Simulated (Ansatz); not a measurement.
# TiHO (quartet): the correlation ladder at a displaced geometry (v2), def2-SVP

Aim: climb from Hartree-Fock through coupled cluster for TiHO (quartet) at one geometry and basis, and see what each rung misses.

Method: def2-SVP, core rule «outside noble gas», up to 10 orbitals frozen; program: Ansatz 0.2.0, Gaussian basis.

To be run: UHF; CCSD(T) on ROHF; CCSD(T) on UHF; CISD as a restricted active space (open shells left free, so some higher excitations enter); CCSDT(Q) on ROHF; CCSDT(Q) on UHF.

32 further runs of the same task are left out: 11 for a known fault of the program, 8 that didn't finish, 13 set aside as unsound or not needed. Runs told in other sessions of the task aren't counted.

## Step 1: What is computed

The geometry is a PBE0/def2-TZVP stationary point (not a proven minimum) with its atoms shifted at random (size 0.100 Å).

3 atoms, charge 0, spin multiplicity 4.

Atoms are counted from 1 here; the program's logs count them from 0.

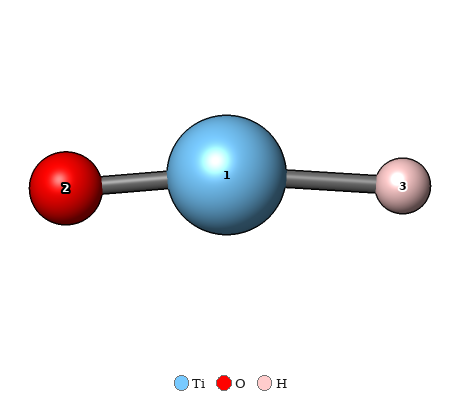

The structure; titanium blue, oxygen red, hydrogen pink; atoms are numbered from 1 in the order of the file.

In the tables R marks a restricted open-shell determinant and U an unrestricted one; energies count from the table's Hartree-Fock row.

## Step 2: UHF

in.yaml

```yaml
crystal:
  periodic: [false, false, false]
  atoms:
    - {symbol: Ti, position_ang: [0.084376, 0.005225, -0.055236]}
    - {symbol: O, position_ang: [-0.080498, 0.013599, -1.745142]}
    - {symbol: H, position_ang: [-0.003878, -0.018825, 1.800378]}
basis:
  gaussian: {orbitals: def2-SVP}
magnetization: {spin_polarized: true, initial_magnetization: 3}
hamiltonian: {xc: hf}
output: {orbitals: {seedname: orbitals}}
```

Command:

```
$ ansatz run in.yaml --threads 1 --pin off --events-out ev --progress --plain --max-ram 2393MiB
```

Standard output, cut to the lines that bear on the results:

```text
Functional definition: HF
  name "HF"
  cite "Fock, Z. Phys. 61, 126 (1930) doi:10.1007/BF01340294"
  parent pbe
[...]
531 factors; integrals over basis functions are off by at most 1.4e-3 eV
[...]
mean field -25132.92631594 eV, -923.6180064015 hartree, gradient 2.0e-6 eV, S^2 3.758618; 8 other end points of the search recorded, 0 dependent functions left out
reference -25132.92631594 eV, -923.6180064015 hartree; 17, 14 occupied and 33, 36 virtual orbitals, 531 factors
Total energy: -25132.92631594 eV, -923.6180064015 hartree
```

It took 6.5 s on 1 thread of Arm Neoverse V1, shared host.

From the report: ⟨S²⟩ of the determinant 3.759 (pure quartet: 3.75).

## Step 3: CCSD(T) on ROHF

Changes to in.yaml since step 2:

```diff
@@ -8,4 +8,3 @@
   gaussian: {orbitals: def2-SVP}
-magnetization: {spin_polarized: true, initial_magnetization: 3}
-hamiltonian: {xc: hf}
-output: {orbitals: {seedname: orbitals}}
+magnetization: {spin_polarized: false, initial_magnetization: 3}
+correlation: {method: ccsd_t, electrons: outside_noble_gas}
```

Launched as before.

Standard output, cut to the lines that bear on the results:

```text
Functional definition: HF
  name "HF"
  cite "Fock, Z. Phys. 61, 126 (1930) doi:10.1007/BF01340294"
  parent pbe
[...]
531 factors; integrals over basis functions are off by at most 1.4e-3 eV
[...]
mean field -25132.75963065 eV, -923.6118808299 hartree, gradient 1.4e-10 eV, S^2 3.750000; 38 other end points of the search recorded, 0 dependent functions left out
[...]
determinant -25132.75963065 eV, -923.6118808299 hartree, with singles and doubles -25139.12884906 eV, -923.8459452893 hartree
determinant -25132.75959963 eV, -923.6118796899 hartree, with singles and doubles -25139.12879901 eV, -923.8459434500 hartree
determinant -25132.57133910 eV, -923.6049612431 hartree, with singles and doubles -25138.67071000 eV, -923.8291089895 hartree
determinant -25132.56687694 eV, -923.6047972619 hartree, with singles and doubles -25138.66984639 eV, -923.8290772524 hartree
[...]
determinant -25132.56687694 eV, -923.6047972619 hartree, with singles and doubles -25138.67137940 eV, -923.8291335893 hartree
determinant -25132.55766261 eV, -923.6044586413 hartree, with singles and doubles -25138.66048607 eV, -923.8287332668 hartree
determinant -25132.55673609 eV, -923.6044245924 hartree, with singles and doubles -25138.66079065 eV, -923.8287444599 hartree
determinant -25132.36673149 eV, -923.5974420524 hartree, with singles and doubles -25138.62764831 eV, -923.8275265017 hartree
[...]
10 core orbitals not correlated: weight in the atoms' cores, before any rotation towards them, 0.981 or more for the frozen orbitals, at most 0.016 for the correlated occupied ones
reference -25132.75963065 eV, -923.6118808299 hartree; 7, 4 occupied and 33, 36 virtual orbitals, 531 factors
second order -5.50567448 eV of doubles, -0.07468676 eV of singles
cycle   1  -6.41989501 eV  change    9.4e-7 eV  update   5.5e-6
perturbative correction -0.25974826 eV, -0.0095455724 hartree
Total energy: -25139.43927391 eV, -923.8573531923 hartree
```

Wall time 61 s (1 thread of Arm Neoverse V1, shared host).

From the report: correlation -6.6796 eV; T1 0.067; largest double amplitude 0.06.

## Step 4: CCSD(T) on UHF

Changes to in.yaml since step 3:

```diff
@@ -8,3 +8,3 @@
   gaussian: {orbitals: def2-SVP}
-magnetization: {spin_polarized: false, initial_magnetization: 3}
+magnetization: {spin_polarized: true, initial_magnetization: 3}
 correlation: {method: ccsd_t, electrons: outside_noble_gas}
```

The command is unchanged.

Standard output, cut to the lines that bear on the results:

```text
Functional definition: HF
  name "HF"
  cite "Fock, Z. Phys. 61, 126 (1930) doi:10.1007/BF01340294"
  parent pbe
[...]
531 factors; integrals over basis functions are off by at most 1.4e-3 eV
[...]
mean field -25132.92631595 eV, -923.6180064017 hartree, gradient 1.3e-6 eV, S^2 3.758618; 39 other end points of the search recorded, 0 dependent functions left out
determinant -25132.92631595 eV, -923.6180064017 hartree, with singles and doubles -25139.17443481 eV, -923.8476205348 hartree
determinant -25132.92627825 eV, -923.6180050163 hartree, with singles and doubles -25139.17438946 eV, -923.8476188682 hartree
determinant -25132.73983708 eV, -923.6111534299 hartree, with singles and doubles -25138.71998017 eV, -923.8309196348 hartree
determinant -25132.73715101 eV, -923.6110547186 hartree, with singles and doubles -25138.71736243 eV, -923.8308234348 hartree
[...]
determinant -25132.73715101 eV, -923.6110547186 hartree, with singles and doubles -25138.72076479 eV, -923.8309484690 hartree
determinant -25132.72770546 eV, -923.6107076009 hartree, with singles and doubles -25138.71082603 eV, -923.8305832264 hartree
determinant -25132.72710176 eV, -923.6106854152 hartree, with singles and doubles -25138.71028778 eV, -923.8305634460 hartree
determinant -25132.53108749 eV, -923.6034820239 hartree, with singles and doubles -25138.68110995 eV, -923.8294911805 hartree
10 core orbitals not correlated: weight in the atoms' cores, before any rotation towards them, 0.980 or more for the frozen orbitals, at most 0.016 for the correlated occupied ones
reference -25132.92631595 eV, -923.6180064017 hartree; 7, 4 occupied and 33, 36 virtual orbitals, 531 factors
second order -5.45100824 eV of doubles, -0.00000000 eV of singles
cycle   1  -6.29944394 eV  change    1.1e-6 eV  update   5.4e-6
perturbative correction -0.25370647 eV, -0.0093235407 hartree
Total energy: -25139.47946635 eV, -923.8588302371 hartree
```

Run time: 44 s. Hardware: 1 thread of Arm Neoverse V1, shared host.

From the report: ⟨S²⟩ of the determinant 3.759 (pure quartet: 3.75); correlation -6.5532 eV; T1 0.065; largest double amplitude 0.06.

## Step 5: CISD as a restricted active space (open shells left free, so some higher excitations enter)

Changes to in.yaml since step 4:

```diff
@@ -8,3 +8,3 @@
   gaussian: {orbitals: def2-SVP}
-magnetization: {spin_polarized: true, initial_magnetization: 3}
-correlation: {method: ccsd_t, electrons: outside_noble_gas}
+magnetization: {spin_polarized: false, initial_magnetization: 3}
+correlation: {active_space: {ras: {orbitals: [4, 3, 33], electrons: 11, max_holes: 2, max_particles: 2}, fixed_orbitals: true}}
```

The command is unchanged.

Standard output, cut to the lines that bear on the results:

```text
Functional definition: HF
  name "HF"
  cite "Fock, Z. Phys. 61, 126 (1930) doi:10.1007/BF01340294"
  parent pbe
[...]
531 factors; integrals over basis functions are off by at most 1.4e-3 eV
[...]
mean field -25132.75963065 eV, -923.6118808299 hartree, gradient 1.4e-10 eV, S^2 3.750000; 19 other end points of the search recorded, 0 dependent functions left out
reference -25132.75963065 eV, -923.6118808299 hartree; 17, 14 occupied and 33, 36 virtual orbitals, 531 factors
state -25138.68409158 eV, -923.8296007534 hartree
Total energy: -25138.68409158 eV, -923.8296007534 hartree
```

It took 26 s on 1 thread of Arm Neoverse V1, shared host.

From the report: 116,815 determinants.

## Step 6: CCSDT(Q) on ROHF

Changes to in.yaml since step 5:

```diff
@@ -9,2 +9,2 @@
 magnetization: {spin_polarized: false, initial_magnetization: 3}
-correlation: {active_space: {ras: {orbitals: [4, 3, 33], electrons: 11, max_holes: 2, max_particles: 2}, fixed_orbitals: true}}
+correlation: {method: ccsdt_q, electrons: outside_noble_gas}
```

Launched as before.

Standard output, cut to the lines that bear on the results:

```text
Functional definition: HF
  name "HF"
  cite "Fock, Z. Phys. 61, 126 (1930) doi:10.1007/BF01340294"
  parent pbe
[...]
930 factors; integrals over basis functions are off by at most 1.5e-7 eV
[...]
mean field -25132.75970546 eV, -923.6118835791 hartree, gradient 1.9e-10 eV, S^2 3.750000; 38 other end points of the search recorded, 0 dependent functions left out
[...]
determinant -25132.75970546 eV, -923.6118835791 hartree, with singles and doubles -25139.12896028 eV, -923.8459493768 hartree
determinant -25132.75967443 eV, -923.6118824389 hartree, with singles and doubles -25139.12890945 eV, -923.8459475086 hartree
determinant -25132.57141529 eV, -923.6049640432 hartree, with singles and doubles -25138.67082141 eV, -923.8291130839 hartree
determinant -25132.56695308 eV, -923.6048000599 hartree, with singles and doubles -25138.66995786 eV, -923.8290813489 hartree
[...]
determinant -25132.55773890 eV, -923.6044614452 hartree, with singles and doubles -25138.66059833 eV, -923.8287373923 hartree
determinant -25132.55681214 eV, -923.6044273874 hartree, with singles and doubles -25138.66090237 eV, -923.8287485659 hartree
determinant -25132.36680673 eV, -923.5974448172 hartree, with singles and doubles -25138.62773848 eV, -923.8275298152 hartree
[...]
10 core orbitals not correlated: weight in the atoms' cores, before any rotation towards them, 0.981 or more for the frozen orbitals, at most 0.016 for the correlated occupied ones
reference -25132.75970546 eV, -923.6118835791 hartree; 7, 4 occupied and 33, 36 virtual orbitals, 930 factors
second order -5.50572314 eV of doubles, -0.07468705 eV of singles
cycle   1  -5.89623803 eV  change   -3.2e-1 eV  update   1.1e-1
[...]
cycle  42  -6.82307162 eV  change    9.0e-7 eV  update   1.3e-6
perturbative correction -0.04772571 eV, -0.0017538876 hartree
Total energy: -25139.63050279 eV, -923.8643807240 hartree
```

It took 2.2 min on 1 thread of Arm Neoverse V1, shared host; peak memory 0.5 GiB.

From the report: correlation -6.8708 eV; T1 0.099; largest double amplitude 0.09.

## Step 7: CCSDT(Q) on UHF

Changes to in.yaml since step 6:

```diff
@@ -8,3 +8,3 @@
   gaussian: {orbitals: def2-SVP}
-magnetization: {spin_polarized: false, initial_magnetization: 3}
+magnetization: {spin_polarized: true, initial_magnetization: 3}
 correlation: {method: ccsdt_q, electrons: outside_noble_gas}
```

The command is unchanged.

Standard output, cut to the lines that bear on the results:

```text
Functional definition: HF
  name "HF"
  cite "Fock, Z. Phys. 61, 126 (1930) doi:10.1007/BF01340294"
  parent pbe
[...]
930 factors; integrals over basis functions are off by at most 1.5e-7 eV
[...]
mean field -25132.92639136 eV, -923.6180091731 hartree, gradient 1.3e-6 eV, S^2 3.758618; 39 other end points of the search recorded, 0 dependent functions left out
determinant -25132.92639136 eV, -923.6180091731 hartree, with singles and doubles -25139.17454520 eV, -923.8476245914 hartree
determinant -25132.92635366 eV, -923.6180077875 hartree, with singles and doubles -25139.17449957 eV, -923.8476229146 hartree
determinant -25132.73991316 eV, -923.6111562256 hartree, with singles and doubles -25138.72009158 eV, -923.8309237289 hartree
determinant -25132.73722713 eV, -923.6110575158 hartree, with singles and doubles -25138.71747368 eV, -923.8308275230 hartree
[...]
determinant -25132.72778156 eV, -923.6107103976 hartree, with singles and doubles -25138.71093740 eV, -923.8305873192 hartree
determinant -25132.72717802 eV, -923.6106882179 hartree, with singles and doubles -25138.71040006 eV, -923.8305675723 hartree
determinant -25132.53116221 eV, -923.6034847698 hartree, with singles and doubles -25138.68121129 eV, -923.8294949047 hartree
10 core orbitals not correlated: weight in the atoms' cores, before any rotation towards them, 0.980 or more for the frozen orbitals, at most 0.016 for the correlated occupied ones
reference -25132.92639136 eV, -923.6180091731 hartree; 7, 4 occupied and 33, 36 virtual orbitals, 930 factors
second order -5.45105568 eV of doubles, -0.00000000 eV of singles
cycle   1  -5.77562495 eV  change   -3.2e-1 eV  update   1.0e-1
[...]
cycle  42  -6.69940024 eV  change    9.6e-7 eV  update   7.9e-7
perturbative correction -0.05344875 eV, -0.0019642053 hartree
Total energy: -25139.67924035 eV, -923.8661717961 hartree
```

It took 1.8 min on 1 thread of Arm Neoverse V1, shared host; peak memory 0.4 GiB.

From the report: ⟨S²⟩ of the determinant 3.759 (pure quartet: 3.75); correlation -6.7528 eV; T1 0.097; largest double amplitude 0.10.

## Step 8: The ladder

No level here is safe as a reference; RCCSDT(Q) serves as a yardstick only. Rows without a time are mean-field rows or come out of runs for another level: lower rungs of the coupled-cluster runs, or the Hartree-Fock search.

Differences are taken before rounding.

| method | energy from the lowest ROHF (kJ/mol) | from RCCSDT(Q) (kJ/mol) | time |
| --- | --- | --- | --- |
| ROHF | 0.0 | +662.9 |  |
| UHF | -16.1 | +646.9 |  |
| RMP2 | -538.4 | +124.5 |  |
| UMP2 | -542.0 | +120.9 |  |
| RCCSD | -619.4 | +43.5 |  |
| UCCSD | -623.9 | +39.1 |  |
| RCCSD(T) | -644.5 | +18.5 | 61 s |
| UCCSD(T) | -648.4 | +14.6 | 44 s |
| RCCSDT | -658.3 | +4.6 |  |
| UCCSDT | -662.5 | +0.5 |  |
| RCCSDT(Q) | -662.9 | 0 | 2.2 min |
| UCCSDT(Q) | -667.6 | -4.7 | 1.8 min |

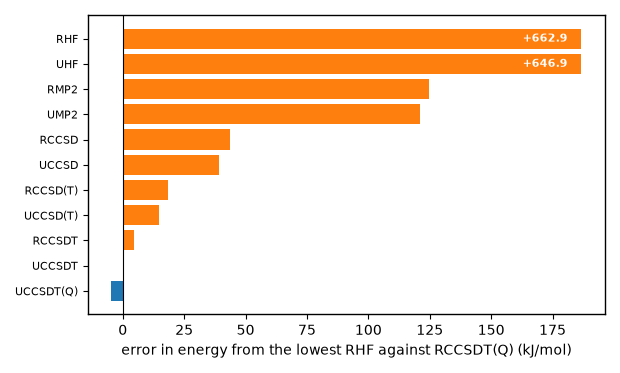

Error of each method against RCCSDT(Q). Bars with a number in them are cut short.

Not comparable, so not listed: CISD as a restricted active space (open shells left free, so some higher excitations enter) (they don't share determinant, frozen orbitals or solution with the rows shown, or repeat one).

## Step 9: Outcome

| quantity | value |
| --- | --- |
| RCCSDT(Q) from the ROHF energy | -6.8709 eV |
| RMP2 from RCCSDT(Q) | +124.5 kJ/mol |
| UMP2 from RCCSDT(Q) | +120.9 kJ/mol |
| RCCSD from RCCSDT(Q) | +43.5 kJ/mol |
| RCCSD(T) from RCCSDT(Q) | +18.5 kJ/mol |
| UCCSD(T) from RCCSDT(Q) | +14.6 kJ/mol |
| UCCSDT(Q) from RCCSDT(Q) | -4.7 kJ/mol |
| T1 diagnostic | 0.067 |

In words: RCCSD(T) lands +18.5 kJ/mol from the yardstick (2.8 % of the correlation energy). CCSD(T) misses by +18.5 kJ/mol on the restricted determinant and by +14.6 kJ/mol on the unrestricted one; the two need not hold the same state or core. Warnings: large T1 diagnostic.
